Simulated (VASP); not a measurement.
Band structure of BiAs. All values below come from PBE GGA, VASP's PBE PAW potentials (set 64) (plane waves; VASP 6.6.1).

The cell holds a wide vacuum, so values per volume refer to the whole cell. Unless said otherwise, spin-orbit coupling is left out, though it shifts the bands of the heavy elements here.

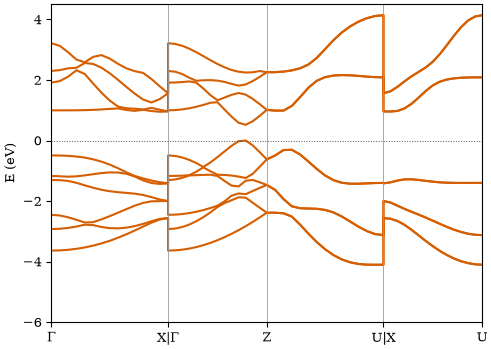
Bands along high-symmetry lines, zero at the valence-band maximum or, without a gap, the Fermi level

Task: Read the plot: is there a gap, and where are the band edges?

Result: The gap is direct, 0.52 eV, from the valence maximum at Γ-Z at 0.79 to the conduction minimum at Γ-Z at 0.79.

The cell is a sheet with vacuum, built from a generated structure.
